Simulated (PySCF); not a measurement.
**One shape, several levels: CH7BBrP (SMILES C[B@@H-]([P@@H3+])Br)**

Aim: a comparison of 3 runs (PBE/def2-SVP, PBE0/def2-SVP, M06-2X/aug-cc-pVDZ) of CH7BBrP. 

The calculation is run with PySCF 2.14.0.

## Step 1: The molecule

The species is CH7BBrP (11 atoms), meant as a singlet with charge 0. As SMILES, `C[B@@H-]([P@@H3+])Br`. The coordinates come from a GFN2-xTB relaxation.

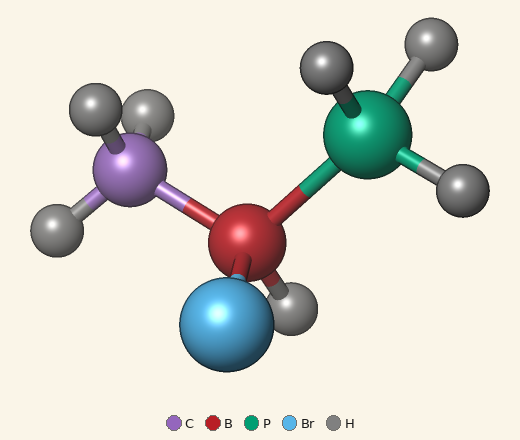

Viewed from a chosen angle; carbon purple, boron red, phosphorus teal, bromine blue, hydrogen grey.

## Step 2: Energy and gradient at PBE/def2-SVP (run 1)

geometry.xyz reads:

```xyz
11
CH7BBrP
C     -0.439510     0.601960    -1.359060
B     -0.710860    -0.317080    -0.063230
P      0.904730    -0.514350     0.999560
Br    -1.650920     0.669730     1.433620
H      0.194860     0.095340    -2.087350
H      0.041080     1.551250    -1.113320
H     -1.371310     0.844670    -1.868860
H     -1.215160    -1.375320    -0.240920
H      2.106060    -1.140920     0.653130
H      1.425730     0.690860     1.416550
H      0.715300    -1.106130     2.229890
```

run.py reads:

```python
import pyscf.grad
from pyscf import gto, dft

mol = gto.M(
    atom='geometry.xyz',
    basis='def2-svp',
    max_memory=1860,
    verbose=4,
    charge=0,
)

mf = dft.RKS(mol)
mf.xc = 'pbe'
mf.grids.level = 5
mf.conv_tol = 1e-10
mf.kernel()
if not mf.converged:
    mf = mf.newton().run(mf.mo_coeff, mf.mo_occ)

etot = mf.e_tot
print('E(%s) = %.9f' % ('PBE', etot))
grad = mf.Gradients().kernel()
mf.analyze()
```

Started as:

```
$ OMP_NUM_THREADS=1 python run.py
```

Standard output:

```text
PySCF version 2.14.0

[... 107 lines left out ...]
MO #1   energy= -480.900642768927  occ= 2
[... 13 lines left out ...]
MO #15  energy= -4.58931189407092  occ= 2
[... 13 lines left out ...]
MO #29  energy= -0.347222936968999 occ= 2
[... 13 lines left out ...]
MO #43  energy= 0.150242044101257  occ= 0
[... 13 lines left out ...]
MO #57  energy= 0.503753432131246  occ= 0
[... 13 lines left out ...]
MO #71  energy= 0.782381521878241  occ= 0
[... 13 lines left out ...]
MO #85  energy= 1.43279541854646   occ= 0
[... 13 lines left out ...]
MO #99  energy= 2.03243189921112   occ= 0
[... 13 lines left out ...]
MO #113 energy= 3.60372979822303   occ= 0
[... 127 lines left out ...]
Dipole moment(X, Y, Z, Debye):  3.92979, -1.07961,  0.60381
```

Wall time 98 s (1 thread of Intel Xeon at 2.50GHz (Skylake/Cascade Lake), shared host); peak memory 1.2 GiB.

## Step 3: Energy and forces at PBE0/def2-SVP (run 2)

job.py reads:

```python
# C[B@@H-]([P@@H3+])Br
import pyscf.grad
from pyscf import gto, dft

mol = gto.M(
    atom='''
C     -0.439510     0.601960    -1.359060
B     -0.710860    -0.317080    -0.063230
P      0.904730    -0.514350     0.999560
Br    -1.650920     0.669730     1.433620
H      0.194860     0.095340    -2.087350
H      0.041080     1.551250    -1.113320
H     -1.371310     0.844670    -1.868860
H     -1.215160    -1.375320    -0.240920
H      2.106060    -1.140920     0.653130
H      1.425730     0.690860     1.416550
H      0.715300    -1.106130     2.229890
''',
    max_memory=1860,
    charge=0,
    spin=0,
    verbose=4,
    basis='def2-svp',
)

mf = dft.RKS(mol, xc='pbe0')
mf.grids.level = 5
mf.conv_tol = 1e-10
mf.kernel()
if not mf.converged:
    mf = mf.newton().run(mf.mo_coeff, mf.mo_occ)

e_final = mf.e_tot
print(f'total energy: {e_final:.8f} hartree')
grad = mf.Gradients().kernel()
mf.analyze()
```

Started as:

```
$ OMP_NUM_THREADS=1 python job.py
```

Standard output:

```text
PySCF version 2.14.0

[... 78 lines left out ...]
converged SCF energy = -2981.71821998545
[... 29 lines left out ...]
MO #8   energy= -8.73308614229248  occ= 2
[... 14 lines left out ...]
MO #23  energy= -0.72131509532451  occ= 2
[... 14 lines left out ...]
MO #38  energy= 0.0849259448035293 occ= 0
[... 14 lines left out ...]
MO #53  energy= 0.474862939927124  occ= 0
[... 14 lines left out ...]
MO #68  energy= 0.728534029907496  occ= 0
[... 14 lines left out ...]
MO #83  energy= 1.42420794808988   occ= 0
[... 14 lines left out ...]
MO #98  energy= 2.10681289851844   occ= 0
[... 14 lines left out ...]
MO #113 energy= 3.74629252612491   occ= 0
[... 127 lines left out ...]
Dipole moment(X, Y, Z, Debye):  4.19056, -1.21727,  0.56702
```

Run time: 97 s. Hardware: 1 thread of Intel Xeon at 2.50GHz (Skylake/Cascade Lake), shared host; peak memory 1.2 GiB.

## Step 4: Energy and forces at M06-2X/aug-cc-pVDZ (run 3)

run.py reads:

```python
from pyscf import gto, dft

mol = gto.Mole()
mol.atom = '''
C     -0.439510     0.601960    -1.359060
B     -0.710860    -0.317080    -0.063230
P      0.904730    -0.514350     0.999560
Br    -1.650920     0.669730     1.433620
H      0.194860     0.095340    -2.087350
H      0.041080     1.551250    -1.113320
H     -1.371310     0.844670    -1.868860
H     -1.215160    -1.375320    -0.240920
H      2.106060    -1.140920     0.653130
H      1.425730     0.690860     1.416550
H      0.715300    -1.106130     2.229890
'''
mol.verbose = 3
mol.max_memory = 1860
mol.basis = 'aug-cc-pvdz'
mol.build()

mf = dft.RKS(mol)
mf.xc = 'm06-2x'
mf.grids.level = 5
mf.conv_tol = 1e-10
mf.kernel()
if not mf.converged:
    mf = mf.newton().run(mf.mo_coeff, mf.mo_occ)

e_final = mf.e_tot
print('E = %.10f Eh' % e_final)
grad = mf.nuc_grad_method().kernel()
dip = mf.dip_moment()
pop, q = mf.mulliken_pop()
```

Started as:

```
$ OMP_NUM_THREADS=1 python run.py
```

Standard output:

```text
converged SCF energy = -2982.66087134717
[... 9 lines left out ...]
Dipole moment(X, Y, Z, Debye):  4.22933, -1.41665,  0.34117
[... 184 lines left out ...]
charge of   10H =      0.35538
```

It took 5.9 min on 1 thread of Intel Xeon at 2.50GHz (Skylake/Cascade Lake), shared host; peak memory 2.3 GiB.

## Step 5: Overview of the runs

```csv
run,level,energy (Eh),dipole moment (D),HOMO energy (eV),LUMO energy (eV),wall time
1,PBE/def2-SVP,-2981.571260,4.12,-5.87,-0.48,98 s
2,PBE0/def2-SVP,-2981.718220,4.40,-7.17,0.40,97 s
3,M06-2X/aug-cc-pVDZ,-2982.660871,4.47,-8.51,-0.41,5.9 min
```

## Step 6: Outcome

| quantity | value |
| --- | --- |
| run 3: total energy | -2982.66087 Eh |
| run 3: dipole moment | 4.47 D |
| run 3: HOMO energy | -8.51 eV |
| run 3: LUMO energy | -0.41 eV |
| run 3: HOMO–LUMO gap | 8.11 eV |
| run 3: largest force on an atom | 1.019 eV/Å |

In words: The dipole moment (its size) runs from 4.12 D (PBE/def2-SVP) to 4.47 D (M06-2X/aug-cc-pVDZ). The two ends differ in method and basis. The HOMO–LUMO gap runs from 5.39 eV (PBE/def2-SVP) to 8.11 eV (M06-2X/aug-cc-pVDZ). Totals of different functionals can't be ranked against each other. All runs together took 9.1 min, the longest 5.9 min.
